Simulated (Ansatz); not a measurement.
# Nudged elastic band, with input and output: WH$_{6}$ClOF (part 2 of 2)

The same run, continued: WH$_{6}$ClOF; RKS PBE0/def2-SVP (Ansatz 0.2.0). It belongs to a series of runs on one base structure; here: band between the two ends.

Geometry of the input (Å):
```
W  0.0809  0.1119  0.0728
O  -0.0372  0.5358  1.9560
H  -0.8238  0.4222  2.4973
H  1.2613  -1.0740  -0.1425
H  -1.1928  -0.0336  -0.9781
H  -1.4117  -0.4629  0.5233
H  -0.3739  -1.4166  -0.4169
Cl 0.3789  1.8170  -1.4432
F  2.0583  1.1397  1.0891
H  1.4878  1.1142  1.8555
```

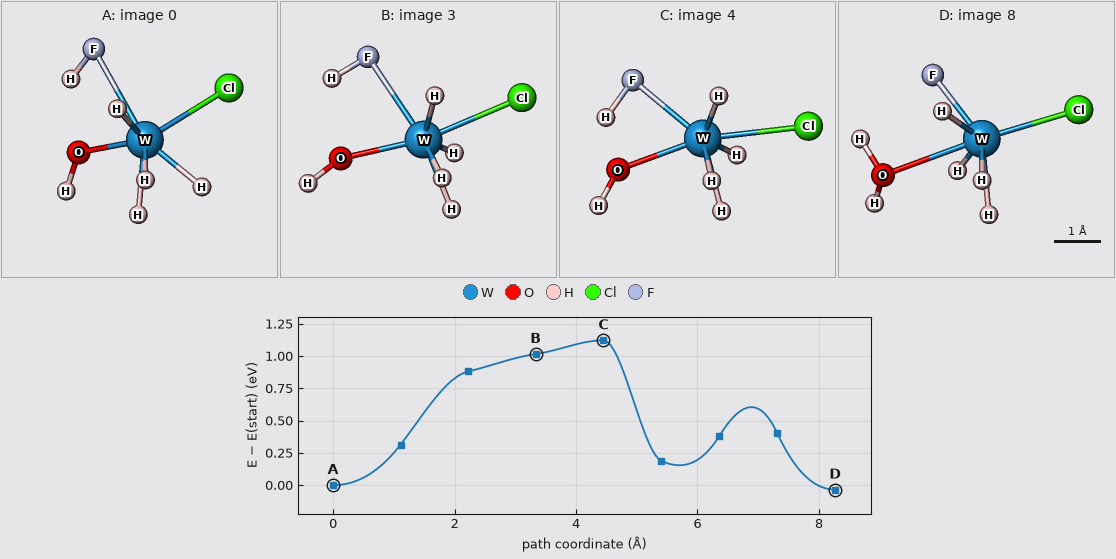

Images of the last band (counted from 0; ball-and-stick, seen at a tilt) above the energy along the path; the line is a cubic interpolation that uses the forces. The highest image is number 4, 1.121 eV above the start and 1.157 eV above the end (the climbing image); the end lies 0.035 eV below the start. A further maximum stands at image 7, 0.401 eV from the start, so the path isn't one elementary step. The path is 8.27 Å long. The band converged in 29 iterations.

```
Total energy: -19192.80151997 eV, -705.3224465108 hartree
Atom 0 at     0.251742     0.299041     0.085810 Å, force    -0.013562     0.003702     0.005971 eV/Å
Atom 1 at     0.025873     0.112120     2.059562 Å, force     0.000504     0.003149    -0.034749 eV/Å
Atom 2 at    -0.585660    -0.344306     2.643631 Å, force     0.006104     0.004051     0.008527 eV/Å
Atom 3 at     1.292459    -0.876849    -0.529007 Å, force     0.005065    -0.004740    -0.006557 eV/Å
Atom 4 at    -0.508541     1.682238    -0.508250 Å, force     0.004715     0.006994    -0.001235 eV/Å
Atom 5 at    -1.403068     0.138187     0.045756 Å, force     0.002850    -0.000671     0.004271 eV/Å
Atom 6 at    -0.470395    -1.197783     0.042188 Å, force     0.000863    -0.010368    -0.001386 eV/Å
Atom 7 at     0.014620     0.150033    -2.259246 Å, force    -0.001487    -0.001158     0.004106 eV/Å
Atom 8 at     1.709661     1.318777     1.341920 Å, force     0.000310    -0.002378    -0.003293 eV/Å
Atom 9 at     1.101207     0.872140     2.091039 Å, force    -0.005364     0.001419     0.024345 eV/Å
Dipole moment:    -0.013578    -0.026735     1.027963 e Å
this run last wrote the band of iteration 29 to [file]
```

### The last band as extended XYZ (Å, eV, eV/Å)
```
10
Properties=species:S:1:pos:R:3:forces:R:3 image=0 energy=-19193.92296
W     0.0809    0.1119    0.0728    0.0060  -0.0076   0.0074
O    -0.0372    0.5358    1.9560    0.0057  -0.0044  -0.0111
H    -0.8238    0.4222    2.4973   -0.0055  -0.0012   0.0050
H     1.2613   -1.0740   -0.1425   -0.0005  -0.0003   0.0029
H    -1.1928   -0.0336   -0.9781   -0.0030   0.0051  -0.0062
H    -1.4117   -0.4629    0.5233   -0.0014   0.0019  -0.0013
H    -0.3739   -1.4166   -0.4169   -0.0005  -0.0005   0.0033
Cl    0.3789    1.8170   -1.4432   -0.0044   0.0025  -0.0022
F     2.0583    1.1397    1.0891   -0.0014   0.0004   0.0061
H     1.4878    1.1142    1.8555    0.0051   0.0042  -0.0039
10
Properties=species:S:1:pos:R:3:forces:R:3 image=1 energy=-19193.60860
W     0.0683    0.1357    0.1076    0.0672   0.0889  -0.0490
O     0.1017    0.2558    2.0543   -0.0033   0.0654  -0.0182
H    -0.6406    0.0807    2.6421   -0.0172   0.0553  -0.0486
H     1.1632   -1.0717   -0.2705   -0.0052  -0.1002   0.1339
H    -1.2346    0.3835   -0.8827   -0.0776  -0.4596  -0.2288
H    -1.4845   -0.3501    0.4650    0.0987   0.0961   0.3028
H    -0.5150   -1.3701   -0.3354   -0.1002   0.1600  -0.1873
Cl    0.7827    1.3406   -1.7353   -0.0296   0.2520   0.0677
F     1.8023    1.5106    1.0745    0.0815  -0.0737   0.0337
H     1.3843    1.2386    1.8939   -0.0144  -0.0842  -0.0063
10
Properties=species:S:1:pos:R:3:forces:R:3 image=2 energy=-19193.04217
W    -0.0525    0.0327    0.1824   -0.0207  -0.0098   0.0215
O     0.1136    0.1231    2.0797    0.0226   0.0042  -0.0053
H    -0.6066   -0.0019    2.7115   -0.0331   0.0564  -0.0207
H     1.0853   -0.9710   -0.5024   -0.0179  -0.0042  -0.0301
H    -1.0744    1.1513   -0.5212   -0.0406  -0.0479  -0.0140
H    -1.6709   -0.3652    0.0351   -0.0089  -0.0272   0.0255
H    -0.4877   -1.5555   -0.1027    0.0044  -0.0155   0.0047
Cl    0.8482    0.9853   -1.8220    0.0531   0.0758   0.0381
F     1.7824    1.4988    1.0460    0.0200  -0.0198  -0.0136
H     1.4905    1.2560    1.9072    0.0210  -0.0120  -0.0061
10
Properties=species:S:1:pos:R:3:forces:R:3 image=3 energy=-19192.90720
W    -0.0035    0.1314    0.1717   -0.0090  -0.0143   0.0402
O    -0.0870    0.0662    2.0478   -0.0042  -0.0317  -0.0193
H    -0.4244   -0.3685    2.8367    0.0093   0.0194   0.0218
H     1.1578   -1.0103   -0.3088   -0.0242  -0.0049   0.0099
H    -0.7103    1.5751   -0.3756   -0.0104  -0.0101   0.0062
H    -1.6304   -0.0304   -0.1642   -0.0172  -0.0135  -0.0181
H    -0.6239   -1.3835   -0.1537   -0.0209  -0.0106  -0.0225
Cl    0.4850    0.4271   -2.1259    0.0418   0.0293   0.0069
F     1.7782    1.4848    1.1112    0.0096   0.0122  -0.0133
H     1.4867    1.2616    1.9741    0.0252   0.0242  -0.0118
10
Properties=species:S:1:pos:R:3:forces:R:3 image=4 energy=-19192.80147
W     0.2517    0.2990    0.0858   -0.0136   0.0037   0.0060
O     0.0259    0.1121    2.0596    0.0005   0.0031  -0.0347
H    -0.5857   -0.3443    2.6436    0.0061   0.0041   0.0085
H     1.2925   -0.8768   -0.5290    0.0051  -0.0047  -0.0066
H    -0.5085    1.6822   -0.5082    0.0047   0.0070  -0.0012
H    -1.4031    0.1382    0.0458    0.0029  -0.0007   0.0043
H    -0.4704   -1.1978    0.0422    0.0009  -0.0104  -0.0014
Cl    0.0146    0.1500   -2.2592   -0.0015  -0.0012   0.0041
F     1.7097    1.3188    1.3419    0.0003  -0.0024  -0.0033
H     1.1012    0.8721    2.0910   -0.0054   0.0014   0.0243
10
Properties=species:S:1:pos:R:3:forces:R:3 image=5 energy=-19193.73488
W     0.3148    0.4063   -0.0186    0.0357   0.0409  -0.0741
O    -0.0403    0.2441    2.1792    0.0088   0.0612   0.0826
H    -0.3667   -0.5331    2.6475    0.0609  -0.0064  -0.0120
H     1.1958   -0.8674   -0.6338   -0.0684  -0.0393  -0.0611
H    -0.6719    1.5662   -0.6903   -0.0596  -0.0551  -0.0620
H    -1.3445    0.2145    0.1702    0.0379   0.0471   0.0896
H    -0.3359   -1.1286    0.2052    0.0565   0.0304   0.1040
Cl    0.2644    0.3156   -2.3921    0.1057   0.0715  -0.0736
F     1.6187    1.3608    0.9913   -0.0052  -0.0086  -0.2337
H     0.7935    0.5751    2.5548   -0.1723  -0.1418   0.2403
10
Properties=species:S:1:pos:R:3:forces:R:3 image=6 energy=-19193.54153
W     0.3584    0.3287   -0.0459    0.1351   0.0237   0.3277
O     0.1589   -0.0437    2.1150   -0.0096   0.0518   0.1028
H    -0.7281   -0.1472    2.4807   -0.0233  -0.0312   0.0646
H     1.3969   -0.8344   -0.7145   -0.1283  -0.0170  -0.7229
H    -0.6807    1.6685   -0.2464   -0.1262   0.0025  -0.6690
H    -1.2761    0.0201    0.2470    0.0635   0.0171   0.0938
H    -0.1642   -1.2694    0.0710    0.0531   0.0048   0.1078
Cl    0.0382    0.4784   -2.3511   -0.0005  -0.0212   0.1882
F     1.6835    1.3038    0.8672    0.0480  -0.0361   0.3287
H     0.6411    0.6489    2.5904   -0.0119   0.0055   0.1783
10
Properties=species:S:1:pos:R:3:forces:R:3 image=7 energy=-19193.52193
W     0.2485    0.3198   -0.3129   -0.1520  -0.0260  -0.3586
O     0.1710   -0.0986    2.0257    0.0150  -0.0648  -0.1217
H    -0.7071   -0.1684    2.4206    0.0303   0.0706  -0.0674
H     1.5468   -0.7617   -0.1212    0.1305   0.0221   0.8222
H    -0.6337    1.6394    0.3095    0.1260  -0.0169   0.7531
H    -1.3166   -0.0494    0.1578   -0.0730  -0.0284  -0.1157
H    -0.1447   -1.2822   -0.0318   -0.0588  -0.0100  -0.1301
Cl    0.0471    0.5159   -2.5032    0.0102   0.0302  -0.2069
F     1.5970    1.3902    0.6163   -0.0561   0.0453  -0.3724
H     0.6195    0.6485    2.4525    0.0280  -0.0221  -0.2024
10
Properties=species:S:1:pos:R:3:forces:R:3 image=8 energy=-19193.95807
W     0.2153    0.3367   -0.2826    0.0265   0.0048   0.0005
O     0.1086   -0.1841    1.9914    0.0119   0.0144  -0.0052
H    -0.6582    0.2391    2.3969   -0.0003   0.0030   0.0101
H     1.4435   -0.6496    0.2703   -0.0057  -0.0044  -0.0014
H    -0.7893    1.3737    0.5647    0.0010  -0.0050   0.0104
H    -1.3626   -0.2133   -0.0450   -0.0033  -0.0005   0.0012
H    -0.1103   -1.3146   -0.2478    0.0000  -0.0037  -0.0002
Cl    0.2344    0.6726   -2.4963    0.0006   0.0006   0.0085
F     1.4701    1.5819    0.5415   -0.0078   0.0034  -0.0111
H     0.8764    0.3111    2.3203   -0.0231  -0.0125  -0.0130
```

### Summary

- outcome: converged
- barrier, forward: 1.121 eV
- barrier, backward: 1.157 eV
- wall time: 10 min (CPU time 20 min)
- peak memory: 0.25 GiB

The order of the saddle point was not checked.
